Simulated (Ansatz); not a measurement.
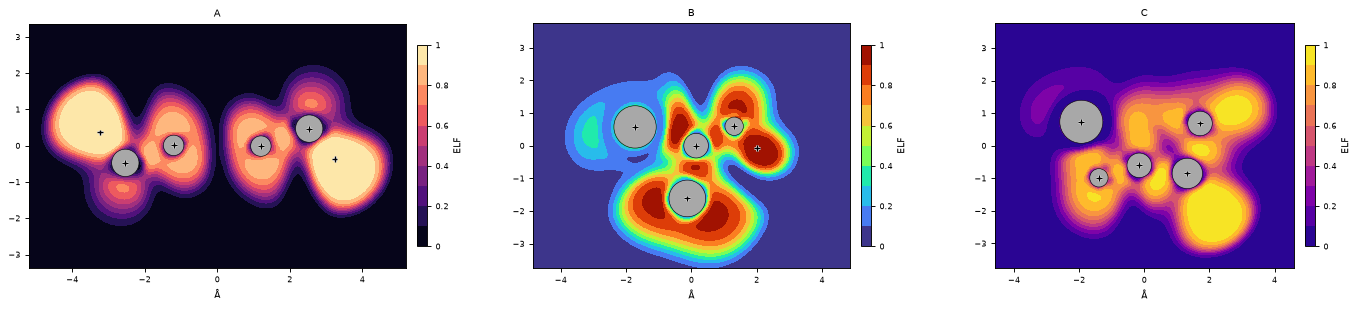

The electron localisation function of 3 systems, each on a plane through atoms (crosses mark nuclei in the plane; grey discs cover the cores).

The calculation used RKS PBE0-D4/def2-TZVPP in Ansatz.

System 1: CH2FGaOS, the plane of atoms O1, C2 and Ga4. Geometry: PBE0-D4/def2-TZVP.

```xyz
7

O    -0.3405   -0.1591    1.8135
C     0.1414   -0.2203    0.5985
S     1.6330   -0.7502    0.1693
Ga   -0.4828    0.2741   -1.1876
F    -0.2299    1.9756   -1.5457
H     0.3319   -0.4786    2.4435
H    -1.0531   -0.6416   -2.2914
```

System 2: C2H10Al2O2, the plane of atoms O4, C5 and H13. Geometry: PBE0-D4/def2-TZVP.

```xyz
16

C    -0.2901   -1.0268    2.3481
O     0.0287   -0.3282    1.1570
Al    0.9838   -0.9511   -0.2939
O    -0.0287    0.3279   -1.1568
C     0.2903    1.0264   -2.3480
Al   -0.9837    0.9509    0.2941
H    -1.3371   -0.8585    2.6110
H    -0.1389   -2.0994    2.2043
H     0.3465   -0.6788    3.1642
H     0.5530   -2.4537   -0.5755
H     2.5075   -0.5050   -0.3382
H     0.0917    2.0931   -2.2204
H    -0.3118    0.6443   -3.1749
H     1.3494    0.8989   -2.5840
H    -2.5078    0.5064    0.3379
H    -0.5527    2.4535    0.5752
```

System 3: C3H6AlBO, the plane of atoms O1, Al6 and C2. Geometry: PBE0-D4/def2-TZVP.

```yaml
atoms:
  - { symbol: O, position_ang: [-0.5688, 0.8404, 1.7261] }
  - { symbol: C, position_ang: [-0.3058, -0.1279, 0.9048] }
  - { symbol: B, position_ang: [-0.3029, -1.5680, 0.4925] }
  - { symbol: C, position_ang: [0.5395, -1.3233, -0.8304] }
  - { symbol: C, position_ang: [-0.2453, -0.0837, -0.5185] }
  - { symbol: Al, position_ang: [0.1941, 2.0187, 0.5925] }
  - { symbol: H, position_ang: [-1.1411, -2.3832, 0.7168] }
  - { symbol: H, position_ang: [0.2435, -1.8704, -1.7230] }
  - { symbol: H, position_ang: [1.6165, -1.2154, -0.7515] }
  - { symbol: H, position_ang: [-0.9165, 0.4460, -1.1958] }
  - { symbol: H, position_ang: [1.7443, 2.2115, 0.7863] }
  - { symbol: H, position_ang: [-0.7802, 2.9999, -0.1660] }
```

Match each panel to its system.

Answer. Panel A is system 2, C2H10Al2O2: the plane holds C, O and H. C–O (1.42 Å): the ELF peaks at about 0.90 between the atoms: a shared but strongly polarised pair. Panel B is system 1, CH2FGaOS: the plane holds O, C, S, Ga and H. C–O (1.31 Å): the ELF peaks at about 0.85 between the atoms: a polar covalent bond. Panel C is system 3, C3H6AlBO: the plane holds O, C, B and Al. C–O (1.30 Å): the ELF peaks at about 0.85 between the atoms; a polar covalent bond.
